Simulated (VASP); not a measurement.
# InP: the relaxed cell at several levels, part 2 of 3

How close do the usual functionals, with and without dispersion, come to the cell of InP? The start is a cell from a database of measured crystal structures.

VASP 6.6.1, plane waves and PAW; the level of theory is named at each step.

So far. Step 2 (Relaxation with LDA): It ends with forces that vanish by symmetry and a pressure of 0.02 GPa. The volume lies -1.5 % from that of the database's start, which holds the thermal and zero-point expansion of its experiment. The conventional cell has a = 5.832 Å.

The database entry behind the starting cell differs from later determinations by our own check (0.1 to 0.3 % short, probably kX units), so it need not match the best structure at ambient conditions.

### 3. Relaxation with PBE

This step: PBE; plane waves and PAW (In_d, P) (VASP 6.6.1).

PBE, the usual starting point, adds the gradient of the density.

INCAR

```
SYSTEM = InP
PREC = Accurate
ENCUT = 520
EDIFF = 1E-06
NELM = 100
ISMEAR = -1
SIGMA = 0.05
LREAL = .FALSE.
ALGO = Normal
GGA = PE
NBANDS = 15
LORBIT = 11
LWAVE = .FALSE.
LCHARG = .FALSE.
KPAR = 2
IBRION = 2
NSW = 60
ISIF = 3
EDIFFG = -0.01
```

POSCAR

```
InP
1.0
    0.0000000000      2.9305000000      2.9305000000
    2.9305000000      0.0000000000      2.9305000000
    2.9305000000      2.9305000000      0.0000000000
In P
1 1
Direct
    0.0000000000      0.0000000000      0.0000000000
    0.2500000000      0.2500000000      0.2500000000
```

KPOINTS

```
Automatic mesh
0
Gamma
7 7 7
0 0 0
```

PAW data sets: In_d and P (PBE family, release 64).

On the command line:

```bash
> mpirun -np 2 vasp_std
```

Log:

```text
[banner, memory and clock lines left out]
running    2 mpi-ranks, on    1 nodes
 distrk:  each k-point on    1 cores,    2 groups
 distr:  one band on    1 cores,    1 groups

 POSCAR found type information on POSCAR InP
 POSCAR found :  2 types and       2 ions
 LDA part: xc-table for (Slater+PW92), standard interpolation
 POSCAR, INCAR and KPOINTS ok, starting setup
 FFT: planning ... GRIDC
 FFT: planning ... GRID_SOFT
 FFT: planning ... GRID
 WAVECAR not read
 entering main loop
       N       E                     dE             d eps       ncg     rms          rms(c)
DAV:   1     0.114645506776E+03    0.11465E+03   -0.86685E+03   600   0.133E+03
DAV:   2    -0.976978995080E+00   -0.11562E+03   -0.11071E+03   649   0.308E+02
DAV:   3    -0.859555450609E+01   -0.76186E+01   -0.75765E+01   817   0.803E+01
DAV:   4    -0.879386354425E+01   -0.19831E+00   -0.19826E+00   739   0.141E+01
DAV:   5    -0.880159377819E+01   -0.77302E-02   -0.77301E-02   928   0.234E+00    0.568E+00
DAV:   6    -0.840528070284E+01    0.39631E+00   -0.64939E-01   936   0.138E+01    0.345E+00
DAV:   7    -0.837599933830E+01    0.29281E-01   -0.17320E-01   852   0.346E+00    0.126E+00
DAV:   8    -0.837633410449E+01   -0.33477E-03   -0.16012E-02   770   0.162E+00    0.349E-01
DAV:   9    -0.837699700700E+01   -0.66290E-03   -0.15217E-03   789   0.466E-01    0.169E-01
DAV:  10    -0.837712348911E+01   -0.12648E-03   -0.23712E-04   942   0.187E-01    0.119E-01
DAV:  11    -0.837719271415E+01   -0.69225E-04   -0.75638E-05   677   0.733E-02    0.224E-02
DAV:  12    -0.837719561550E+01   -0.29013E-05   -0.13566E-05   789   0.569E-02    0.156E-02
DAV:  13    -0.837719589557E+01   -0.28007E-06   -0.10383E-06   489   0.720E-03
   1 F= -.83771959E+01 E0= -.83771924E+01  d E =-.837720E+01
 curvature:   0.00 expect dE= 0.000E+00 dE for cont linesearch  0.000E+00
 trial: gam= 0.00000 g(F)=  0.602E-48 g(S)=  0.766E-01 ort = 0.000E+00 (trialstep = 0.100E+01)
 search vector abs. value=  0.766E-01
 bond charge predicted
       N       E                     dE             d eps       ncg     rms          rms(c)
DAV:   1    -0.922345841675E+01   -0.84626E+00   -0.21606E+01   747   0.993E+01    0.563E+00
DAV:   2    -0.853394459870E+01    0.68951E+00   -0.13039E+00   754   0.240E+01    0.225E+00
DAV:   3    -0.839859936224E+01    0.13535E+00   -0.41915E-01   775   0.132E+01    0.111E+00
DAV:   4    -0.839927102494E+01   -0.67166E-03   -0.24735E-02   621   0.147E+00    0.841E-01
DAV:   5    -0.839671859181E+01    0.25524E-02   -0.20786E-03   684   0.507E-01    0.423E-01
DAV:   6    -0.839621296098E+01    0.50563E-03   -0.88984E-04   797   0.298E-01    0.440E-02
DAV:   7    -0.839620680631E+01    0.61547E-05   -0.12683E-04   836   0.186E-01    0.171E-02
DAV:   8    -0.839620690907E+01   -0.10276E-06   -0.38858E-05   782   0.127E-01    0.107E-02
DAV:   9    -0.839620545611E+01    0.14530E-05   -0.35234E-06   733   0.365E-02    0.376E-03
DAV:  10    -0.839620578799E+01   -0.33189E-06   -0.18378E-07   384   0.467E-03
   2 F= -.83962058E+01 E0= -.83961072E+01  d E =-.190099E-01
 trial-energy change:   -0.019010  1 .order   -0.021140   -0.076562    0.034283
 step:   0.6650(harm=  0.6907)  dis= 0.00000  next Energy=    -8.402028 (dE=-0.248E-01)
 bond charge predicted
       N       E                     dE             d eps       ncg     rms          rms(c)
DAV:   1    -0.849838958430E+01   -0.10218E+00   -0.22211E+00   754   0.283E+01    0.211E+00
DAV:   2    -0.841556025537E+01    0.82829E-01   -0.16398E-01   754   0.975E+00    0.715E-01
DAV:   3    -0.840215061205E+01    0.13410E-01   -0.36496E-02   789   0.407E+00    0.444E-01
DAV:   4    -0.840213486891E+01    0.15743E-04   -0.19488E-03   614   0.410E-01    0.328E-01
DAV:   5    -0.840193490496E+01    0.19996E-03   -0.21516E-04   743   0.143E-01    0.115E-01
DAV:   6    -0.840193978247E+01   -0.48775E-05   -0.74658E-05   921   0.106E-01    0.211E-02
DAV:   7    -0.840193545374E+01    0.43287E-05   -0.92356E-06   673   0.338E-02    0.316E-03
DAV:   8    -0.840193589295E+01   -0.43922E-06   -0.46112E-07   300   0.153E-02
   3 F= -.84019359E+01 E0= -.84019011E+01  d E =-.247400E-01
 curvature:  -0.34 expect dE=-0.395E-06 dE for cont linesearch -0.395E-06
 trial: gam=-0.00387 g(F)=  0.342E-48 g(S)=  0.115E-05 ort = 0.297E-03 (trialstep = 0.933E+00)
 search vector abs. value=  0.117E-09
 reached required accuracy - stopping structural energy minimisation
```

Run time: 8.2 s. Hardware: 2 MPI ranks of Intel Xeon 6975P-C (Granite Rapids), shared host; peak memory 0.35 GiB; 15 s of CPU time.

Parts of OUTCAR (step 3):

```text
The static configuration has the point symmetry T_d .

 Found     20 irreducible k-points:

   NELECT =      18.0000    total number of electrons

 E-fermi :   4.9206

 k-point     1 :       0.0000    0.0000    0.0000
  band No.  band energies     occupation
    ...
      5      -9.3030      2.00000
      6      -6.5236      2.00000
      7       4.6695      1.98691
      8       4.6695      1.98691
      9       4.6695      1.98691
     10       5.1121      0.04253
     11       8.7563      0.00000
     12       8.7563      0.00000
     13       8.7563      0.00000
     14      13.0250      0.00000
    ...

 k-point     2 :       0.1429    0.0000    0.0000
  band No.  band energies     occupation
    ...
      5      -9.3028      2.00000
      6      -6.3095      2.00000
      7       2.8565      2.00000
      8       4.4534      1.99983
      9       4.4534      1.99983
     10       6.2153      0.00000
     11       8.9477      0.00000
     12       9.0820      0.00000
     13       9.0820      0.00000
     14      13.3402      0.00000
    ...

  Total        0.0039914      0.0039914      0.0039914      0.0000000     -0.0000000     -0.0000000
  in kB        0.1209631      0.1209631      0.1209631      0.0000000     -0.0000000     -0.0000000
  external PRESSURE =       0.1209631 kB  Pullay stress =       0.0000000 kB

  energy-cutoff  :      520.00
  volume of cell :       52.87
      direct lattice vectors                 reciprocal lattice vectors
     0.000000000  2.978853911  2.978853911    -0.167849789  0.167849789  0.167849789
     2.978853911  0.000000000  2.978853911     0.167849789 -0.167849789  0.167849789
     2.978853911  2.978853911 -0.000000000     0.167849789  0.167849789 -0.167849789

 POSITION                                       TOTAL-FORCE (eV/Angst)
 -----------------------------------------------------------------------------------
      0.00000      0.00000      0.00000        -0.000000      0.000000     -0.000000
      1.48943      1.48943      1.48943         0.000000     -0.000000      0.000000
 -----------------------------------------------------------------------------------
    total drift:                               -0.000000     -0.000000     -0.000000

  FREE ENERGIE OF THE ION-ELECTRON SYSTEM (eV)
  ---------------------------------------------------
  free  energy   TOTEN  =        -8.4019358930 eV

  energy  without entropy=       -8.4018663894  energy(sigma->0) =       -8.40190114

 total charge
# of ion       s       p       d       tot
------------------------------------------
    1        0.825   0.718   9.894  11.436
    2        1.033   1.470   0.000   2.503
--------------------------------------------------
tot          1.858   2.187   9.894  13.939

[... 8 parts as in an earlier step ...]

[... 5 further parts left out ...]
```

Relaxation path:

```
step  energy less that of the first step (eV)  largest force (eV/Å)  pressure (GPa)  volume (Å³)
   1                                   0.0000                0.0000            3.27        50.33
   2                                  -0.0190                0.0000           -1.36        54.17
   3                                  -0.0247                0.0000            0.01        52.87
```

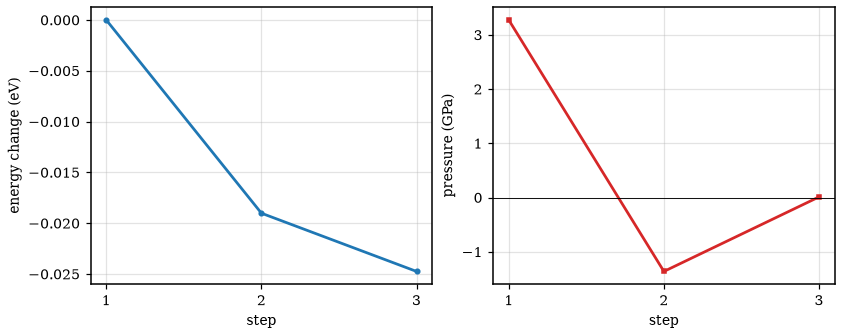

Energy and pressure along the relaxation.

```csv
"conventional cell, symmetrised",before,after,change
a (Å),5.861,5.958,+1.7 %
b (Å),5.861,5.958,+1.7 %
c (Å),5.861,5.958,+1.7 %
volume (Å³/atom),25.17,26.43,+5.0 %
```

Final coordinates:

```xyz
2
Lattice="0.0000 2.9789 2.9789 2.9789 0.0000 2.9789 2.9789 2.9789 0.0000" Properties=species:S:1:pos:R:3 pbc="T T T"
In    0.0000    0.0000    0.0000
P     1.4894    1.4894    1.4894
```

Numbers from this step:

```yaml
free_energy_toten: -8.402 eV
fermi_energy: 4.921 eV
pressure: 0.01210 GPa
scf_cycles_over_all_ionic_steps: 31
gap_on_the_k_mesh: 0.4426 eV
least_direct_gap_on_the_k_mesh: 0.4426 eV
```

It ends at 26.43 Å³/atom, +5.0 % from the start, with 0.01 GPa left. The conventional cell has a = 5.958 Å.

### 4. Relaxation with r2SCAN

This step: r2SCAN; plane waves and PAW (In_d, P) (VASP 6.6.1).

r2SCAN adds the kinetic-energy density, costs more than a GGA and is run with LASPH.

Changes to INCAR since step 3:

```diff
@@ -9,3 +9,4 @@
 ALGO = Normal
-GGA = PE
+METAGGA = R2SCAN
+LASPH = .TRUE.
 NBANDS = 15
```

POSCAR is that of step 3.

KPOINTS is that of step 3.

On the command line:

```bash
> mpirun -np 2 vasp_std
```

Log:

```text
[banner, memory and clock lines left out]
running    2 mpi-ranks, on    1 nodes
[...]
[... a notice as in an earlier step ...]

 LDA part: xc-table for (None), standard interpolation
 POSCAR, INCAR and KPOINTS ok, starting setup
[...]
entering main loop
       N       E                     dE             d eps       ncg     rms          rms(c)
DAV:   1     0.905669203277E+02    0.90567E+02   -0.88346E+03   600   0.136E+03
DAV:   2    -0.278494914879E+02   -0.11842E+03   -0.11343E+03   642   0.314E+02
DAV:   3    -0.356754746259E+02   -0.78260E+01   -0.77810E+01   831   0.827E+01
DAV:   4    -0.358876870531E+02   -0.21221E+00   -0.21216E+00   741   0.145E+01
[...]
DAV:  11    -0.322893237938E+02   -0.30300E-04   -0.39896E-05   842   0.489E-02    0.942E-02
DAV:  12    -0.322893222630E+02    0.15308E-05   -0.31257E-05   747   0.822E-02    0.582E-02
DAV:  13    -0.322893214617E+02    0.80129E-06   -0.28363E-06   803   0.163E-02
   1 F= -.32289321E+02 E0= -.32289321E+02  d E =-.322893E+02
[...]
DAV:   9    -0.322923027091E+02    0.62976E-05   -0.19719E-05   709   0.367E-02    0.460E-02
DAV:  10    -0.322923036932E+02   -0.98414E-06   -0.17311E-06   617   0.124E-02
   2 F= -.32292304E+02 E0= -.32292303E+02  d E =-.298223E-02
 trial-energy change:   -0.002982  1 .order   -0.003364   -0.018233    0.011504
 step:   0.5946(harm=  0.6131)  dis= 0.00000  next Energy=   -32.294661 (dE=-0.534E-02)
[...]
N       E                     dE             d eps       ncg     rms          rms(c)
DAV:   1    -0.323272205015E+02   -0.34918E-01   -0.78285E-01   747   0.177E+01    0.138E+00
DAV:   2    -0.322989456568E+02    0.28275E-01   -0.55558E-02   754   0.580E+00    0.427E-01
DAV:   3    -0.322946712480E+02    0.42744E-02   -0.11116E-02   775   0.248E+00    0.373E-01
DAV:   4    -0.322947391317E+02   -0.67884E-04   -0.70979E-04   607   0.251E-01    0.381E-01
[...]
DAV:   8    -0.322945708484E+02   -0.33863E-05   -0.19900E-05   705   0.405E-02    0.441E-02
DAV:   9    -0.322945750633E+02   -0.42149E-05   -0.73741E-06   914   0.499E-02    0.622E-03
DAV:  10    -0.322945753730E+02   -0.30973E-06   -0.74978E-07   349   0.135E-02
   3 F= -.32294575E+02 E0= -.32294575E+02  d E =-.525391E-02
[...]
reached required accuracy - stopping structural energy minimisation
```

Wall time 33 s (2 MPI ranks); peak memory 0.36 GiB; 64 s of CPU time.

From OUTCAR (step 4):

```text
  Total        0.0066683      0.0066683      0.0066683      0.0000000      0.0000000      0.0000000
  in kB        0.2077429      0.2077429      0.2077429      0.0000000      0.0000000      0.0000000
  external PRESSURE =       0.2077429 kB  Pullay stress =       0.0000000 kB

 POSITION                                       TOTAL-FORCE (eV/Angst)
 -----------------------------------------------------------------------------------
      0.00000      0.00000      0.00000         0.000000      0.000000      0.000000
      1.47580      1.47580      1.47580        -0.000000     -0.000000     -0.000000
 -----------------------------------------------------------------------------------
    total drift:                               -0.000002     -0.000002     -0.000002

  FREE ENERGIE OF THE ION-ELECTRON SYSTEM (eV)
  ---------------------------------------------------
  free  energy   TOTEN  =       -32.2945753730 eV

  energy  without entropy=      -32.2945750173  energy(sigma->0) =      -32.29457520

[... 2 parts as in an earlier step ...]

[... 2 further parts left out ...]
[key lines of the parts left out:]
E-fermi :   5.3292
```

The PAW data sets were made with PBE, which is usual practice but a small mismatch for other functionals.

The steps of the relaxation:

```
step  energy less that of the first step (eV)  largest force (eV/Å)  pressure (GPa)  volume (Å³)
   1                                   0.0000                0.0000            1.60        50.33
   2                                  -0.0030                0.0000           -0.97        52.18
   3                                  -0.0053                0.0000            0.02        51.43
```

```
conventional cell, symmetrised  before  after  change
                         a (Å)   5.861  5.903  +0.7 %
                         b (Å)   5.861  5.903  +0.7 %
                         c (Å)   5.861  5.903  +0.7 %
              volume (Å³/atom)   25.17  25.71  +2.2 %
```

Final coordinates:

```cif
data_structure
_symmetry_space_group_name_H-M 'P 1'
_symmetry_Int_Tables_number 1
_cell_length_a 4.1742
_cell_length_b 4.1742
_cell_length_c 4.1742
_cell_angle_alpha 60.000
_cell_angle_beta 60.000
_cell_angle_gamma 60.000
_cell_volume 51.43
loop_
_atom_site_label
_atom_site_type_symbol
_atom_site_fract_x
_atom_site_fract_y
_atom_site_fract_z
_atom_site_occupancy
In1 In 0.00000 0.00000 0.00000 1
P2 P 0.25000 0.25000 0.25000 1
```

It ends at 25.71 Å³/atom, +2.2 % from the start, with 0.02 GPa left. The conventional cell has a = 5.903 Å.

### 5. Relaxation with PBE + D3(BJ)

This step: PBE with D3(BJ); plane waves and PAW (In_d, P) (VASP 6.6.1).

A dispersion term adds the long-range attraction that semilocal functionals lack. D3 with Becke-Johnson damping keeps a finite attraction at short range.

Changes to INCAR since step 4:

```diff
@@ -9,4 +9,4 @@
 ALGO = Normal
-METAGGA = R2SCAN
-LASPH = .TRUE.
+GGA = PE
+IVDW = 12
 NBANDS = 15
```

POSCAR is that of step 4.

KPOINTS is that of step 4.

On the command line:

```bash
> mpirun -np 2 vasp_std
```

Log:

```text
[... set-up lines as in an earlier step ...]
 entering main loop
       N       E                     dE             d eps       ncg     rms          rms(c)
[... 13 cycles as in an earlier step ...]
   1 F= -.90045202E+01 E0= -.90045168E+01  d E =-.900452E+01
[...]
N       E                     dE             d eps       ncg     rms          rms(c)
DAV:   1    -0.848702965415E+01   -0.10983E+00   -0.22133E+00   747   0.306E+01    0.199E+00
DAV:   2    -0.840984748701E+01    0.77182E-01   -0.14677E-01   754   0.875E+00    0.726E-01
DAV:   3    -0.839596512021E+01    0.13882E-01   -0.39467E-02   782   0.428E+00    0.427E-01
DAV:   4    -0.839601251610E+01   -0.47396E-04   -0.22796E-03   614   0.450E-01    0.335E-01
DAV:   5    -0.839570240900E+01    0.31011E-03   -0.22511E-04   677   0.150E-01    0.148E-01
DAV:   6    -0.839564648422E+01    0.55925E-04   -0.98819E-05   851   0.112E-01    0.177E-02
DAV:   7    -0.839564846379E+01   -0.19796E-05   -0.12989E-05   799   0.506E-02    0.595E-03
DAV:   8    -0.839564878119E+01   -0.31740E-06   -0.12944E-06   377   0.237E-02
   2 F= -.90064445E+01 E0= -.90064335E+01  d E =-.192430E-02
 trial-energy change:   -0.001924  1 .order   -0.001951   -0.008069    0.004168
 step:   0.6565(harm=  0.6594)  dis= 0.00000  next Energy=    -9.007161 (dE=-0.264E-02)
[...]
N       E                     dE             d eps       ncg     rms          rms(c)
DAV:   1    -0.840164500550E+01   -0.59965E-02   -0.25359E-01   747   0.996E+00    0.711E-01
DAV:   2    -0.839230624739E+01    0.93388E-02   -0.18071E-02   754   0.323E+00    0.245E-01
DAV:   3    -0.839074685502E+01    0.15594E-02   -0.42536E-03   782   0.142E+00    0.152E-01
DAV:   4    -0.839075152885E+01   -0.46738E-05   -0.24106E-04   614   0.146E-01    0.115E-01
DAV:   5    -0.839073442026E+01    0.17109E-04   -0.25303E-05   727   0.482E-02    0.441E-02
DAV:   6    -0.839073859008E+01   -0.41698E-05   -0.93326E-06   914   0.368E-02    0.740E-03
DAV:   7    -0.839073732488E+01    0.12652E-05   -0.91332E-07   412   0.133E-02    0.124E-03
DAV:   8    -0.839073742356E+01   -0.98685E-07   -0.35707E-07   300   0.120E-02
   3 F= -.90071531E+01 E0= -.90071457E+01  d E =-.263286E-02
[...]
reached required accuracy - stopping structural energy minimisation
```

It took 7.4 s on 2 MPI ranks; peak memory 0.36 GiB; 14 s of CPU time.

Parts of OUTCAR (step 5):

```text
 Edisp (eV)   -0.61080

 Edisp (eV)   -0.61642

  Total       0.00310     0.00310     0.00310     0.00000    -0.00000     0.00000
  in kB       0.09711     0.09711     0.09711     0.00000    -0.00000     0.00000
  external pressure =        0.10 kB  Pullay stress =        0.00 kB

 POSITION                                       TOTAL-FORCE (eV/Angst)
 -----------------------------------------------------------------------------------
     -0.00000      0.00000      0.00000        -0.000000      0.000000      0.000000
      1.47300      1.47300      1.47300         0.000000     -0.000000     -0.000000
 -----------------------------------------------------------------------------------
    total drift:                               -0.000000     -0.000000     -0.000000

  FREE ENERGIE OF THE ION-ELECTRON SYSTEM (eV)
  ---------------------------------------------------
  free  energy   TOTEN  =        -9.0071531115 eV

  energy  without entropy=       -9.0071382091  energy(sigma->0) =       -9.00714566

[... 2 parts as in an earlier step ...]

[... 2 further parts left out ...]
[key lines of the parts left out:]
E-fermi :   5.3614
```

Step by step:

```
step  energy less that of the first step (eV)  largest force (eV/Å)  pressure (GPa)  volume (Å³)
   1                                   0.0000                0.0000            1.06        50.33
   2                                  -0.0019                0.0000           -0.54        51.56
   3                                  -0.0026                0.0000            0.01        51.14
```

```csv
"conventional cell, symmetrised",before,after,change
a (Å),5.861,5.892,+0.5 %
b (Å),5.861,5.892,+0.5 %
c (Å),5.861,5.892,+0.5 %
volume (Å³/atom),25.17,25.57,+1.6 %
```

Final coordinates:

```cif
data_structure
_symmetry_space_group_name_H-M 'P 1'
_symmetry_Int_Tables_number 1
_cell_length_a 4.1663
_cell_length_b 4.1663
_cell_length_c 4.1663
_cell_angle_alpha 60.000
_cell_angle_beta 60.000
_cell_angle_gamma 60.000
_cell_volume 51.14
loop_
_atom_site_label
_atom_site_type_symbol
_atom_site_fract_x
_atom_site_fract_y
_atom_site_fract_z
_atom_site_occupancy
In1 In 0.00000 0.00000 0.00000 1
P2 P 0.25000 0.25000 0.25000 1
```

It ends at 25.57 Å³/atom, +1.6 % from the start, with 0.01 GPa left. The conventional cell has a = 5.892 Å. Against plain PBE, the dispersion term moves a by -1.1 %.

(Part 2 of 3 ends here.)

[Lines on the potential files, build, host, timing and source positions are cut from VASP's logs without a mark.]

[Logs are printed without paths, hosts, clocks, repeated set-up lines and the standing remarks that a program may print on its own settings, such as how far it seeks lower states.]

[Hosts, paths, dates, database ids (printed as entryN), source tags and the programs' standing remarks are cut or masked in the printed files.]

[Measured values are set beside computed ones only where the two were judged alike; some that the calculation misses by far are left out.]
